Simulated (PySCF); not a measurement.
Species, as SMILES: O (H2O).
Geometry (B3LYP-D3(BJ)/def2-TZVP, fixed):
```xyz
3

O      0.0070     0.0013     0.1167
H     -0.0500     0.7593    -0.4742
H     -0.0062    -0.7700    -0.4592
```

Basis-set convergence of the lowest singlet excitation energy at CAM-B3LYP with PySCF. Tamm-Dancoff approximation; the state is taken by its order, and sets in which it differs in degeneracy or brightness are left out, yet its character can still change. All functions are spherical. Density fitting with generated auxiliary sets. In sets without p functions on hydrogen, species with hydrogen take exact integrals. No added dispersion term, no relativity. Reference: the value in d-aug-cc-pVTZ, 7.122 eV, itself unsure by roughly 0.007 eV (its mean distance from aug-pcseg-3, aug-cc-pVQZ, aug-pcseg-2). Deviations are taken from unrounded values. Cost is core time over that of aug-pcseg-1, rough, on shared machines of one kind; a dash marks a row that isn't timed (too short, read off another run, short of memory, by another algorithm or on other hardware).

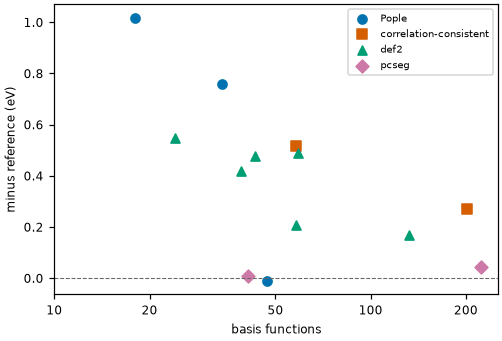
Deviation from the reference against the number of basis functions, by family of sets.

```
basis            functions  lowest singlet excitation energy (eV)  minus reference (eV)  cost
---------------  ---------  -------------------------------------  --------------------  ----
6-31G*                  18                                  8.140                 1.018     -
def2-SVP                24                                  7.671                 0.549     -
6-311+G**               34                                  7.880                 0.758  0.5×
def2-SVPD               39                                  7.540                 0.418  0.5×
aug-pcseg-1             41                                  7.132                 0.010    1×
def2-TZVP               43                                  7.600                 0.478  0.6×
6-311++G(2d,2p)         47                                  7.110                -0.012  0.7×
cc-pVTZ                 58                                  7.637                 0.515  0.9×
def2-TZVPD              58                                  7.329                 0.207    2×
def2-TZVPP              59                                  7.610                 0.488  0.7×
def2-QZVPPD            132                                  7.291                 0.169    6×
cc-pV5Z                201                                  7.393                 0.271   20×
pcseg-4                223                                  7.167                 0.045   30×
```
